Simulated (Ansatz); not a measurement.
**Geometry relaxation of TaNH$_{4}$Cl$_{2}$F$_{2}$ (part 2 of 3)**

Continued. System: TaNH$_{4}$Cl$_{2}$F$_{2}$. Method: RHF/def2-SVP (Ansatz 0.2.0). It belongs to a series of runs on one base structure; here: end point A relaxed.

Geometry of the input (Å):
```
Ta -0.2422  0.1088  -0.1161
F  1.5729  0.6794  -0.2615
F  0.2700  -1.0659  1.2437
N  -0.1282  -0.1944  -2.0346
H  -0.8466  -0.5936  -2.6106
H  0.7205  -0.0234  -2.5453
Cl -0.9969  2.2131  0.4738
Cl -2.3709  -0.8990  -0.1719
H  1.9077  -1.9154  -0.6961
H  2.2638  -1.3106  -0.5897
```

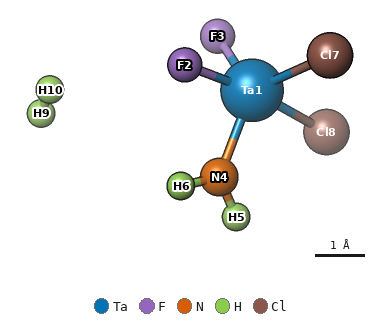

Figure 1. The geometry at step 17 of the log (ball-and-stick view, seen on its broad side; atoms are numbered from 1 in the order of the input).

**Trajectory as extended XYZ, continued**
```
10
Properties=species:S:1:pos:R:3:forces:R:3 step=5 energy=-33491.81861
Ta   -0.3836    0.2450   -0.1098   -0.0430   0.0245   0.0414
F     1.3822    0.8838   -0.2194   -0.0049  -0.0112  -0.0153
F     0.1842   -0.9863    1.1723   -0.0025   0.0117  -0.0033
N    -0.2136   -0.1371   -2.0053    0.4554   0.1555  -0.3030
H    -0.9125   -0.5786   -2.5760    0.0349   0.0133  -0.0030
H     0.6339    0.0851   -2.5242   -0.4934  -0.1544   0.3061
Cl   -1.1789    2.3479    0.4775   -0.0010  -0.0288  -0.0132
Cl   -2.5198   -0.7610   -0.1552    0.0262   0.0120  -0.0012
H     2.3868   -2.3624   -0.7505    0.0079  -0.0297  -0.0090
H     2.7714   -1.7372   -0.6176    0.0205   0.0071   0.0005
10
Properties=species:S:1:pos:R:3:forces:R:3 step=6 energy=-33491.81048 accepted=F
Ta   -0.3915    0.2495   -0.1024    0.1094   0.1565   0.1607
F     1.3753    0.8915   -0.1900   -0.0397  -0.0324   0.0056
F     0.1649   -0.9783    1.1876    0.0054  -0.0047   0.0034
N    -0.1984   -0.1310   -1.9903    0.0052  -0.1502  -0.6878
H    -0.8953   -0.5754   -2.5630   -0.1209   0.0003   0.1721
H     0.6182    0.0554   -2.5539    0.0342   0.0921   0.3787
Cl   -1.1884    2.3562    0.4711   -0.0069  -0.0329  -0.0131
Cl   -2.5273   -0.7505   -0.1569   -0.0115  -0.0101  -0.0134
H     2.4131   -2.3742   -0.7814   -0.0261  -0.0815  -0.0219
H     2.7793   -1.7443   -0.6291    0.0508   0.0630   0.0156
10
Properties=species:S:1:pos:R:3:forces:R:3 step=7 energy=-33491.82231
Ta   -0.3896    0.2502   -0.1070   -0.0026   0.0144   0.0000
F     1.3784    0.8828   -0.2194   -0.0061  -0.0025  -0.0026
F     0.1796   -0.9790    1.1764   -0.0060   0.0068   0.0065
N    -0.2169   -0.1280   -2.0034    0.2772   0.0478  -0.2487
H    -0.9121   -0.5717   -2.5773    0.0105   0.0200   0.0300
H     0.6330    0.0722   -2.5181   -0.3010  -0.0646   0.2251
Cl   -1.1869    2.3513    0.4767   -0.0028  -0.0036  -0.0022
Cl   -2.5225   -0.7588   -0.1561    0.0057   0.0016  -0.0003
H     2.4039   -2.3739   -0.7584    0.0150  -0.0140  -0.0057
H     2.7832   -1.7458   -0.6216    0.0101  -0.0060  -0.0021
10
Properties=species:S:1:pos:R:3:forces:R:3 step=8 energy=-33491.82679
Ta   -0.4080    0.2663   -0.1033    0.0041  -0.0059  -0.0126
F     1.3600    0.8993   -0.2156   -0.0067  -0.0078   0.0023
F     0.1595   -0.9547    1.1887   -0.0049   0.0086  -0.0001
N    -0.2252   -0.1215   -1.9975    0.0379   0.0071  -0.0394
H    -0.9173   -0.5646   -2.5746    0.0034   0.0077   0.0128
H     0.6261    0.0734   -2.4991   -0.0503  -0.0067   0.0436
Cl   -1.2102    2.3678    0.4700   -0.0046   0.0042  -0.0025
Cl   -2.5383   -0.7471   -0.1588    0.0050   0.0031   0.0007
H     2.4786   -2.4295   -0.7949    0.0161   0.0078  -0.0006
H     2.8249   -1.7903   -0.6231    0.0000  -0.0181  -0.0042
10
Properties=species:S:1:pos:R:3:forces:R:3 step=9 energy=-33491.82838
Ta   -0.4232    0.2731   -0.1016   -0.0220   0.0187   0.0100
F     1.3519    0.8857   -0.2094   -0.0023  -0.0010  -0.0019
F     0.1285   -0.9452    1.2000   -0.0008  -0.0034  -0.0025
N    -0.2403   -0.1172   -1.9949    0.0035  -0.0074   0.0030
H    -0.9337   -0.5580   -2.5717   -0.0012   0.0045  -0.0026
H     0.6128    0.0721   -2.4928   -0.0002  -0.0017   0.0014
Cl   -1.2107    2.3836    0.4595    0.0057  -0.0038  -0.0039
Cl   -2.5609   -0.7242   -0.1596    0.0061  -0.0008  -0.0003
H     2.5736   -2.4611   -0.8371    0.0057   0.0022  -0.0018
H     2.8520   -1.8096   -0.6007    0.0055  -0.0073  -0.0015
10
Properties=species:S:1:pos:R:3:forces:R:3 step=10 energy=-33491.82134 accepted=F
Ta   -0.4633    0.2937   -0.0977    0.0448  -0.0296  -0.0258
F     1.3230    0.8740   -0.2003    0.0073  -0.0316   0.0013
F     0.0665   -0.9348    1.2039    0.0205   0.0246   0.0119
N    -0.2746   -0.1091   -1.9877   -0.0067   0.0187   0.0280
H    -0.9740   -0.5348   -2.5684    0.0081  -0.0100  -0.0059
H     0.5862    0.0626   -2.4783    0.0027   0.0046  -0.0152
Cl   -1.1958    2.4300    0.4431   -0.0593  -0.0449   0.0013
Cl   -2.6021   -0.6999   -0.1622   -0.0216   0.0678   0.0065
H     2.7484   -2.5166   -0.9090    0.1682   0.5825   0.3187
H     2.9359   -1.8661   -0.5516   -0.1639  -0.5821  -0.3207
10
Properties=species:S:1:pos:R:3:forces:R:3 step=11 energy=-33491.82937
Ta   -0.4458    0.2855   -0.0986   -0.0011  -0.0263  -0.0218
F     1.3355    0.8800   -0.2050   -0.0027   0.0189   0.0106
F     0.0961   -0.9392    1.2013   -0.0079   0.0039   0.0053
N    -0.2571   -0.1149   -1.9893   -0.0047   0.0099   0.0049
H    -0.9548   -0.5435   -2.5701    0.0050  -0.0010  -0.0019
H     0.6004    0.0666   -2.4832   -0.0158  -0.0093   0.0069
Cl   -1.2234    2.4022    0.4508    0.0195   0.0155   0.0041
Cl   -2.5923   -0.6912   -0.1577    0.0027  -0.0105  -0.0056
H     2.6600   -2.4931   -0.8656    0.0099   0.0138   0.0044
H     2.9315   -1.8534   -0.5908   -0.0049  -0.0151  -0.0070
10
Properties=species:S:1:pos:R:3:forces:R:3 step=12 energy=-33491.82909 accepted=F
Ta   -0.4740    0.2957   -0.0964    0.0566   0.0130   0.0126
F     1.3095    0.8860   -0.1914    0.0081  -0.0327  -0.0159
F     0.0569   -0.9276    1.2094   -0.0168   0.0002  -0.0045
N    -0.2778   -0.1120   -1.9843    0.0257   0.0024  -0.0169
H    -0.9746   -0.5377   -2.5685    0.0103   0.0000   0.0065
H     0.5863    0.0554   -2.4720   -0.0220   0.0032   0.0049
Cl   -1.2107    2.4283    0.4501   -0.0519  -0.0116  -0.0014
Cl   -2.6239   -0.6715   -0.1710   -0.0105   0.0241   0.0166
H     2.7387   -2.5236   -0.8856    0.0041   0.0004  -0.0008
H     3.0198   -1.8939   -0.5985   -0.0037   0.0010  -0.0012
10
Properties=species:S:1:pos:R:3:forces:R:3 step=13 energy=-33491.82986
Ta   -0.4568    0.2901   -0.0979   -0.0051   0.0020   0.0178
F     1.3267    0.8794   -0.1967   -0.0015  -0.0024  -0.0010
F     0.0728   -0.9333    1.2082    0.0012   0.0017  -0.0033
N    -0.2654   -0.1141   -1.9871    0.0062  -0.0016  -0.0007
H    -0.9617   -0.5444   -2.5683    0.0023   0.0011  -0.0018
H     0.5952    0.0596   -2.4782   -0.0070  -0.0016  -0.0013
Cl   -1.2190    2.4134    0.4498    0.0032   0.0010  -0.0036
Cl   -2.6069   -0.6782   -0.1621   -0.0023  -0.0005  -0.0040
H     2.7031   -2.5067   -0.8812    0.0110   0.0202   0.0076
H     2.9621   -1.8667   -0.5946   -0.0079  -0.0198  -0.0096
10
Properties=species:S:1:pos:R:3:forces:R:3 step=14 energy=-33491.83006
Ta   -0.4676    0.2939   -0.0944    0.0016   0.0093  -0.0078
F     1.3193    0.8737   -0.1899   -0.0030  -0.0056  -0.0019
F     0.0535   -0.9305    1.2144   -0.0067  -0.0003   0.0004
N    -0.2731   -0.1151   -1.9823    0.0085   0.0011   0.0016
H    -0.9700   -0.5425   -2.5650    0.0022   0.0011   0.0013
H     0.5887    0.0558   -2.4720   -0.0023  -0.0026  -0.0007
Cl   -1.2171    2.4247    0.4428   -0.0019  -0.0062   0.0015
Cl   -2.6230   -0.6623   -0.1677    0.0000   0.0017   0.0074
H     2.7473   -2.5191   -0.8972    0.0143   0.0316   0.0135
H     2.9920   -1.8794   -0.5969   -0.0126  -0.0301  -0.0152
10
Properties=species:S:1:pos:R:3:forces:R:3 step=15 energy=-33491.83021
Ta   -0.4829    0.3002   -0.0923    0.0129  -0.0011   0.0064
F     1.3093    0.8647   -0.1811   -0.0063  -0.0082   0.0022
F     0.0217   -0.9253    1.2220   -0.0006   0.0066  -0.0045
N    -0.2808   -0.1174   -1.9775   -0.0036   0.0030   0.0004
H    -0.9783   -0.5399   -2.5632    0.0017  -0.0012   0.0019
H     0.5850    0.0449   -2.4630   -0.0031  -0.0021   0.0009
Cl   -1.2152    2.4392    0.4372   -0.0051  -0.0097  -0.0030
Cl   -2.6453   -0.6403   -0.1678    0.0040   0.0100  -0.0030
H     2.8060   -2.5333   -0.9200    0.0194   0.0510   0.0242
H     3.0306   -1.8938   -0.6024   -0.0193  -0.0483  -0.0255
10
Properties=species:S:1:pos:R:3:forces:R:3 step=16 energy=-33491.83030
Ta   -0.4989    0.3063   -0.0879    0.0002   0.0129   0.0230
F     1.2999    0.8514   -0.1660   -0.0122  -0.0099  -0.0068
F    -0.0167   -0.9199    1.2344   -0.0122   0.0047  -0.0148
N    -0.2920   -0.1215   -1.9702    0.0303  -0.0087  -0.0142
H    -0.9904   -0.5405   -2.5573    0.0014   0.0055   0.0044
H     0.5804    0.0223   -2.4504   -0.0164   0.0020   0.0066
Cl   -1.2139    2.4534    0.4320    0.0072  -0.0034  -0.0044
Cl   -2.6746   -0.6010   -0.1787    0.0031  -0.0071   0.0072
H     2.8793   -2.5458   -0.9486    0.0140   0.0429   0.0213
H     3.0772   -1.9057   -0.6154   -0.0153  -0.0391  -0.0222
10
Properties=species:S:1:pos:R:3:forces:R:3 step=17 energy=-33491.83057
Ta   -0.5019    0.3051   -0.0846   -0.0019  -0.0074  -0.0025
F     1.3024    0.8321   -0.1578   -0.0101  -0.0096   0.0001
F    -0.0375   -0.9236    1.2418    0.0024   0.0096  -0.0050
N    -0.2915   -0.1288   -1.9651    0.0267   0.0034  -0.0139
H    -0.9919   -0.5415   -2.5541    0.0007   0.0005   0.0049
H     0.5822    0.0112   -2.4442   -0.0161  -0.0017   0.0112
Cl   -1.1999    2.4607    0.4217    0.0011  -0.0050   0.0010
Cl   -2.6818   -0.5919   -0.1808   -0.0021   0.0062   0.0049
H     2.9018   -2.5351   -0.9626    0.0138   0.0535   0.0271
H     3.0680   -1.8892   -0.6226   -0.0145  -0.0495  -0.0277
10
Properties=species:S:1:pos:R:3:forces:R:3 step=18 energy=-33491.83077
Ta   -0.5017    0.3005   -0.0833   -0.0011  -0.0053   0.0005
F     1.3064    0.8148   -0.1524   -0.0056  -0.0051   0.0043
F    -0.0492   -0.9280    1.2472    0.0065   0.0060  -0.0032
N    -0.2874   -0.1365   -1.9626    0.0116   0.0030  -0.0124
H    -0.9883   -0.5461   -2.5531   -0.0021  -0.0014   0.0014
H     0.5874    0.0012   -2.4403   -0.0124  -0.0052   0.0123
Cl   -1.1867    2.4616    0.4164    0.0016  -0.0015   0.0014
Cl   -2.6871   -0.5826   -0.1801    0.0014   0.0056  -0.0039
H     2.9070   -2.5183   -0.9708    0.0130   0.0615   0.0311
H     3.0498   -1.8674   -0.6293   -0.0129  -0.0576  -0.0316
10
Properties=species:S:1:pos:R:3:forces:R:3 step=19 energy=-33491.83099
Ta   -0.5034    0.2935   -0.0805    0.0128  -0.0060   0.0145
F     1.3125    0.7820   -0.1402   -0.0089  -0.0090   0.0015
F    -0.0743   -0.9357    1.2575    0.0013   0.0087  -0.0106
N    -0.2836   -0.1513   -1.9573    0.0130   0.0000  -0.0139
H    -0.9865   -0.5542   -2.5501   -0.0026  -0.0010  -0.0011
H     0.5962   -0.0289   -2.4300   -0.0162  -0.0035   0.0144
Cl   -1.1570    2.4661    0.4110   -0.0076  -0.0059  -0.0017
Cl   -2.6995   -0.5622   -0.1875    0.0064   0.0132  -0.0027
H     2.9201   -2.4840   -0.9877    0.0154   0.1023   0.0524
H     3.0256   -1.8261   -0.6434   -0.0138  -0.0988  -0.0528
10
Properties=species:S:1:pos:R:3:forces:R:3 step=20 energy=-33491.83111
Ta   -0.5022    0.2881   -0.0785    0.0036  -0.0150   0.0138
F     1.3201    0.7541   -0.1335   -0.0215   0.0072   0.0077
F    -0.0911   -0.9442    1.2626   -0.0030   0.0128  -0.0153
N    -0.2806   -0.1628   -1.9538    0.0043  -0.0005  -0.0110
H    -0.9868   -0.5569   -2.5487    0.0009   0.0007  -0.0003
H     0.6027   -0.0528   -2.4232   -0.0201  -0.0052   0.0160
Cl   -1.1438    2.4658    0.4068    0.0205  -0.0004  -0.0019
Cl   -2.7091   -0.5389   -0.1898    0.0126  -0.0022  -0.0085
H     2.9273   -2.4569   -0.9976    0.0144   0.1155   0.0594
H     3.0136   -1.7963   -0.6524   -0.0117  -0.1129  -0.0599
10
Properties=species:S:1:pos:R:3:forces:R:3 step=21 energy=-33491.83151
Ta   -0.5079    0.2852   -0.0766    0.0215  -0.0033   0.0118
F     1.3181    0.7381   -0.1263   -0.0280  -0.0055   0.0020
F    -0.1090   -0.9493    1.2663   -0.0143   0.0147  -0.0213
N    -0.2846   -0.1703   -1.9505    0.0171  -0.0048  -0.0130
H    -0.9929   -0.5575   -2.5476    0.0083   0.0034   0.0039
H     0.6026   -0.0727   -2.4158   -0.0324  -0.0023   0.0176
Cl   -1.1260    2.4708    0.4049    0.0082  -0.0061  -0.0015
Cl   -2.7226   -0.5196   -0.1969    0.0171   0.0012   0.0012
H     2.9479   -2.4427   -1.0063    0.0094   0.0835   0.0431
H     3.0246   -1.7829   -0.6593   -0.0069  -0.0809  -0.0438
10
Properties=species:S:1:pos:R:3:forces:R:3 step=22 energy=-33491.83185
Ta   -0.5219    0.2775   -0.0734    0.0629  -0.0278   0.0603
F     1.3197    0.6720   -0.1035   -0.0756  -0.0253   0.0022
F    -0.1789   -0.9670    1.2771   -0.0031   0.0499  -0.0492
N    -0.2916   -0.1985   -1.9413    0.0316   0.0061  -0.0359
H    -1.0073   -0.5621   -2.5456    0.0388   0.0080   0.0182
H     0.6057   -0.1347   -2.3954   -0.0853  -0.0042   0.0318
Cl   -1.0667    2.4864    0.3983   -0.0052  -0.0390  -0.0168
Cl   -2.7594   -0.4624   -0.2079    0.0330   0.0312  -0.0094
H     3.0006   -2.3856   -1.0326    0.0027   0.0096   0.0046
H     3.0499   -1.7264   -0.6841    0.0001  -0.0085  -0.0059
10
Properties=species:S:1:pos:R:3:forces:R:3 step=23 energy=-33491.83224
Ta   -0.5251    0.2741   -0.0695    0.0510   0.0080   0.0203
F     1.3183    0.6591   -0.0973   -0.0671  -0.0199  -0.0030
F    -0.1903   -0.9724    1.2808   -0.0226   0.0353  -0.0386
N    -0.2971   -0.2025   -1.9374    0.0466  -0.0046  -0.0322
H    -1.0136   -0.5652   -2.5411    0.0378   0.0142   0.0179
H     0.6003   -0.1416   -2.3913   -0.0773  -0.0071   0.0282
Cl   -1.0591    2.4876    0.3926    0.0048  -0.0330  -0.0037
Cl   -2.7693   -0.4399   -0.2175    0.0244   0.0059   0.0125
H     3.0205   -2.3792   -1.0382    0.0011  -0.0207  -0.0114
H     3.0655   -1.7208   -0.6894    0.0013   0.0218   0.0101
10
Properties=species:S:1:pos:R:3:forces:R:3 step=24 energy=-33491.83249
Ta   -0.5266    0.2736   -0.0692    0.0373   0.0089   0.0219
F     1.3176    0.6522   -0.0949   -0.0467  -0.0134  -0.0011
F    -0.1987   -0.9727    1.2823   -0.0140   0.0237  -0.0265
N    -0.2977   -0.2042   -1.9364    0.0319  -0.0071  -0.0263
H    -1.0137   -0.5668   -2.5404    0.0269   0.0111   0.0102
H     0.5997   -0.1448   -2.3894   -0.0549  -0.0065   0.0185
Cl   -1.0555    2.4879    0.3908    0.0057  -0.0171  -0.0013
Cl   -2.7725   -0.4330   -0.2169    0.0114  -0.0006   0.0058
H     3.0287   -2.3761   -1.0413    0.0020  -0.0086  -0.0051
H     3.0689   -1.7169   -0.6928    0.0004   0.0097   0.0038
10
Properties=species:S:1:pos:R:3:forces:R:3 step=25 energy=-33491.83303
Ta   -0.5386    0.2692   -0.0653    0.0221   0.0025   0.0354
F     1.3141    0.6028   -0.0768   -0.0337  -0.0055   0.0038
F    -0.2544   -0.9800    1.2930    0.0008   0.0192  -0.0185
N    -0.3050   -0.2214   -1.9281    0.0073  -0.0053  -0.0121
H    -1.0229   -0.5723   -2.5360    0.0086   0.0045  -0.0036
H     0.5959   -0.1810   -2.3742   -0.0179  -0.0069   0.0016
Cl   -1.0198    2.4965    0.3820    0.0082  -0.0057  -0.0004
Cl   -2.7989   -0.3849   -0.2251    0.0023  -0.0031  -0.0048
H     3.0835   -2.3457   -1.0628    0.0042   0.0208   0.0098
H     3.0963   -1.6842   -0.7148   -0.0018  -0.0205  -0.0112
10
Properties=species:S:1:pos:R:3:forces:R:3 step=26 energy=-33491.83333
Ta   -0.5612    0.2627   -0.0573    0.0340  -0.0055   0.0624
F     1.3044    0.5231   -0.0450   -0.0736  -0.0125   0.0067
F    -0.3473   -0.9901    1.3121    0.0049   0.0487  -0.0460
N    -0.3209   -0.2495   -1.9130   -0.0053   0.0013   0.0131
H    -1.0422   -0.5794   -2.5278   -0.0110  -0.0016  -0.0176
H     0.5860   -0.2430   -2.3473    0.0140  -0.0083  -0.0111
Cl   -0.9565    2.5124    0.3675    0.0041  -0.0333  -0.0036
Cl   -2.8442   -0.3051   -0.2457    0.0310   0.0116  -0.0025
H     3.1840   -2.2980   -1.0999   -0.0012   0.1207   0.0603
H     3.1480   -1.6340   -0.7518    0.0031  -0.1211  -0.0617
10
Properties=species:S:1:pos:R:3:forces:R:3 step=27 energy=-33491.83368
Ta   -0.5599    0.2641   -0.0581    0.0136  -0.0005   0.0498
F     1.3038    0.5317   -0.0474   -0.0422  -0.0083   0.0013
F    -0.3382   -0.9867    1.3109    0.0005   0.0276  -0.0284
N    -0.3205   -0.2470   -1.9143   -0.0001  -0.0011   0.0060
H    -1.0423   -0.5757   -2.5294   -0.0072  -0.0020  -0.0129
H     0.5863   -0.2420   -2.3487    0.0126  -0.0047  -0.0120
Cl   -0.9649    2.5105    0.3708    0.0051  -0.0150  -0.0026
Cl   -2.8405   -0.3102   -0.2455    0.0160   0.0038   0.0001
H     3.1816   -2.3036   -1.0981    0.0007   0.0716   0.0351
H     3.1448   -1.6421   -0.7485    0.0011  -0.0715  -0.0364
10
Properties=species:S:1:pos:R:3:forces:R:3 step=28 energy=-33491.83410
Ta   -0.5690    0.2637   -0.0552   -0.0076   0.0053   0.0196
F     1.2966    0.5099   -0.0372   -0.0110  -0.0038  -0.0010
F    -0.3653   -0.9851    1.3172   -0.0051   0.0071  -0.0095
N    -0.3272   -0.2548   -1.9095    0.0055  -0.0035  -0.0011
H    -1.0509   -0.5719   -2.5288    0.0001  -0.0016  -0.0037
H     0.5824   -0.2664   -2.3387   -0.0006  -0.0007  -0.0056
Cl   -0.9505    2.5147    0.3678    0.0043  -0.0031  -0.0004
Cl   -2.8555   -0.2831   -0.2525    0.0133  -0.0005   0.0029
H     3.2260   -2.2920   -1.1127    0.0003   0.0401   0.0185
H     3.1637   -1.6359   -0.7586    0.0009  -0.0393  -0.0195
```
